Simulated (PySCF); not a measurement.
# C₃H₃F₅: a changed input and its effect

System: C₃H₃F₅.
Method of run A: GIAO PBE0/pcSseg-1 NMR shielding, non-relativistic, IEF-PCM methanol (PySCF 2.14.0).

The geometry comes from this level: PBE0-D3(BJ)/def2-SVP. Text and figures count atoms from 1; the logs count them from 0 in places.

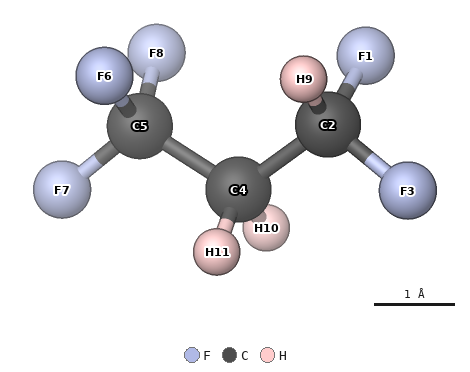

Figure 1. The structure as given in the input (ball-and-stick view, seen at a tilt; atoms are numbered from 1 in the order of the input). Bond lengths as drawn: C–C 1.51 Å, C–F 1.33 to 1.35 Å and C–H 1.10 Å.

### The input, run A
```
{"job": {"xc": "PBE0", "basis": "pcSseg-1", "solvent": "methanol", "kind": "nmr", "pop": true}, "charge": 0, "multiplicity": 1}
F     -0.502750    -1.078681    -1.624455
C      0.053474     0.101086    -1.285195
F      1.075979     0.340768    -2.133596
C      0.594310     0.042797     0.124758
C     -0.470325    -0.086151     1.185147
F     -1.354044     0.918321     1.101331
F      0.071485    -0.044914     2.402997
F     -1.150808    -1.225262     1.081417
H     -0.704592     0.892542    -1.416538
H      1.283490    -0.809826     0.206728
H      1.158132     0.964335     0.325325
```

The first line tells a small driver script what to run in PySCF; the rest is the geometry in Å.

Launched with:
```bash
OMP_NUM_THREADS=1 python <driver script> task.json out
```

Hardware: 1 CPU thread, shared host.

### Output (run A)
```
coarse grid: 10552 points
cycle   1  E = -614.4558631962  dE =  1.274e+00  |g| = 1.048e+00  |ddm| = 2.788e+00
cycle   2  E = -614.2926707206  dE =  1.632e-01  |g| = 1.513e+00  |ddm| = 1.199e+00
cycle   3  E = -614.6340808410  dE = -3.414e-01  |g| = 6.627e-02  |ddm| = 7.361e-01
cycle   4  E = -614.6346955647  dE = -6.147e-04  |g| = 3.536e-02  |ddm| = 6.242e-02
cycle   5  E = -614.6349527653  dE = -2.572e-04  |g| = 4.357e-03  |ddm| = 2.541e-02
cycle   6  E = -614.6349553376  dE = -2.572e-06  |g| = 1.853e-03  |ddm| = 2.915e-03
final grid: 107760 points
cycle   7  E = -614.7122028633  dE = -5.075e-05  |g| = 7.720e-03  |ddm| = 2.085e-02
cycle   8  E = -614.7121947922  dE =  8.071e-06  |g| = 1.081e-02  |ddm| = 1.079e-02
cycle   9  E = -614.7122142724  dE = -1.948e-05  |g| = 6.859e-04  |ddm| = 5.745e-03
cycle  10  E = -614.7122143543  dE = -8.187e-08  |g| = 1.772e-04  |ddm| = 5.952e-04
cycle  11  E = -614.7122143593  dE = -4.999e-09  |g| = 4.648e-05  |ddm| = 1.277e-04
cycle  12  E = -614.7122143596  dE = -3.147e-10  |g| = 1.572e-05  |ddm| = 3.366e-05
converged SCF energy = -614.7122143596

GIAO shielding tensors (ppm)
atom      isotropic    diamagn.    paramagn.     s11        s22        s33       span
  0 F      310.053     473.658    -163.605    220.965    326.634    382.559    161.594
  1 C       68.428     240.292    -171.864     50.268     67.144     87.872     37.604
  2 F      315.573     470.970    -155.397    205.341    336.119    405.259    199.918
  3 C      143.714     252.597    -108.883    126.531    141.025    163.586     37.055
  4 C       54.867     241.790    -186.923     53.928     54.334     56.337      2.409
  5 F      262.209     474.541    -212.333    172.824    271.042    342.760    169.936
  6 F      253.173     471.626    -218.453    168.844    250.251    340.424    171.580
  7 F      257.999     474.162    -216.163    174.612    267.887    331.497    156.885
  8 H       25.004      27.561      -2.557     22.487     25.009     27.515      5.028
  9 H       28.564      28.881      -0.317     25.279     28.241     32.171      6.892
 10 H       28.662      29.095      -0.433     24.471     28.620     32.894      8.423
```

The input of run B differs as follows (lines with − go, lines with + come):
```diff
-"pop": true
+"pop": false
-F     -0.502750    -1.078681    -1.624455
-C      0.053474     0.101086    -1.285195
-F      1.075979     0.340768    -2.133596
-C      0.594310     0.042797     0.124758
-C     -0.470325    -0.086151     1.185147
-F     -1.354044     0.918321     1.101331
-F      0.071485    -0.044914     2.402997
-F     -1.150808    -1.225262     1.081417
-H     -0.704592     0.892542    -1.416538
-H      1.283490    -0.809826     0.206728
-H      1.158132     0.964335     0.325325
+F      1.521832    -0.280697    -1.285107
+C      1.167304     0.544359    -0.279640
+F      1.822167     0.152532     0.831703
+C     -0.329612     0.516102    -0.063187
+C     -0.921860    -0.827452     0.300184
+F     -0.719654    -1.739604    -0.648810
+F     -2.244692    -0.699688     0.461162
+F     -0.423983    -1.304650     1.439082
+H      1.504299     1.565104    -0.535921
+H     -0.585535     1.220278     0.740989
+H     -0.825937     0.859686    -0.981791
```

Predict how the results change.

With the same method and basis, run B lies 0.6 kcal/mol higher. The HOMO goes from −9.84 to −9.75 eV. The LUMO goes from 2.12 to 1.69 eV. The dipole moment goes from 1.90 to 4.01 D. Of all shieldings, the largest change is that of F1, by +7.6 ppm. The number of SCF iterations is the same.

### Output (run B)
```
coarse grid: 10552 points
cycle   1  E = -614.4551273171  dE =  1.274e+00  |g| = 1.049e+00  |ddm| = 2.791e+00
cycle   2  E = -614.2993002214  dE =  1.558e-01  |g| = 1.498e+00  |ddm| = 1.177e+00
cycle   3  E = -614.6328637933  dE = -3.336e-01  |g| = 6.460e-02  |ddm| = 7.176e-01
cycle   4  E = -614.6334479872  dE = -5.842e-04  |g| = 3.467e-02  |ddm| = 6.116e-02
cycle   5  E = -614.6336968206  dE = -2.488e-04  |g| = 3.810e-03  |ddm| = 2.468e-02
cycle   6  E = -614.6336988586  dE = -2.038e-06  |g| = 1.590e-03  |ddm| = 2.460e-03
final grid: 107760 points
cycle   7  E = -614.7112898013  dE = -4.789e-05  |g| = 7.536e-03  |ddm| = 1.915e-02
cycle   8  E = -614.7112824291  dE =  7.372e-06  |g| = 1.048e-02  |ddm| = 1.051e-02
cycle   9  E = -614.7113006173  dE = -1.819e-05  |g| = 6.851e-04  |ddm| = 5.540e-03
cycle  10  E = -614.7113006977  dE = -8.044e-08  |g| = 1.683e-04  |ddm| = 5.801e-04
cycle  11  E = -614.7113007022  dE = -4.409e-09  |g| = 4.858e-05  |ddm| = 1.176e-04
cycle  12  E = -614.7113007025  dE = -3.381e-10  |g| = 1.484e-05  |ddm| = 3.134e-05
converged SCF energy = -614.7113007025

GIAO shielding tensors (ppm)
atom      isotropic    diamagn.    paramagn.     s11        s22        s33       span
  0 F      317.655     473.994    -156.339    213.570    326.096    413.299    199.729
  1 C       68.100     236.488    -168.388     50.761     67.686     85.853     35.092
  2 F      317.963     474.003    -156.040    214.109    326.203    413.576    199.467
  3 C      144.706     252.865    -108.159    135.521    136.395    162.202     26.681
  4 C       54.257     240.690    -186.433     52.851     54.107     55.813      2.961
  5 F      257.541     474.094    -216.553    175.092    265.997    331.534    156.442
  6 F      247.899     471.950    -224.051    165.736    237.248    340.714    174.977
  7 F      257.619     474.101    -216.481    175.261    266.299    331.299    156.038
  8 H       24.995      26.237      -1.242     22.335     23.172     29.478      7.143
  9 H       28.631      29.088      -0.457     25.260     27.501     33.132      7.872
 10 H       28.632      29.085      -0.454     25.276     27.498     33.121      7.846
```

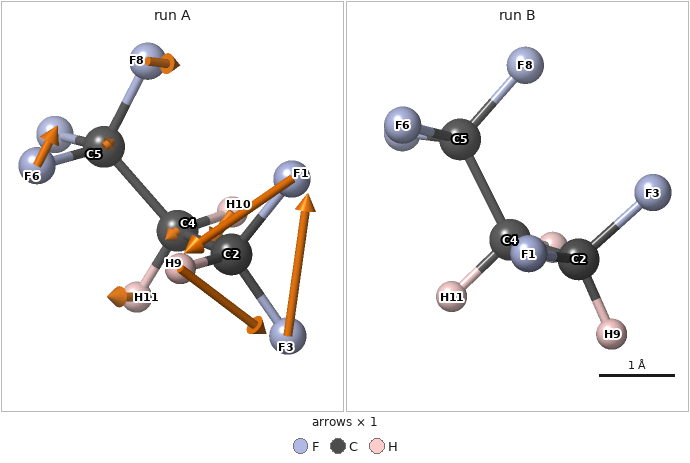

Figure 2. The two input geometries at one scale (ball-and-stick view, seen at a tilt). The orange arrows on the first give the shifts of the atoms after the best rigid fit, at true length. An F atom moves most after the best rigid fit: 1.96 Å. Largest moves by element: F 1.96 Å, H 1.74 Å, C 0.22 Å. Among the contacts that change: C–F 1.341 → 1.332 Å.

### The two runs side by side

| quantity | run A | run B |
| --- | --- | --- |
| outcome | converged | converged |
| total energy (hartree) | −614.712214 | −614.711301 |
| HOMO (eV) | −9.84 | −9.75 |
| LUMO (eV) | 2.12 | 1.69 |
| dipole moment (D) | 1.90 | 4.01 |
| shielding of F1 (ppm) | 310.1 | 317.7 |
| shielding of F3 (ppm) | 315.6 | 318.0 |
| shielding of C4 (ppm) | 143.7 | 144.7 |
| shielding of C5 (ppm) | 54.9 | 54.3 |
| shielding of F6 (ppm) | 262.2 | 257.5 |
| shielding of F7 (ppm) | 253.2 | 247.9 |
| shielding of F8 (ppm) | 258.0 | 257.6 |
| SCF iterations | 12 | 12 |
| basis functions | 151 | 151 |
| wall time (shared host) | 12 s | 9.8 s |
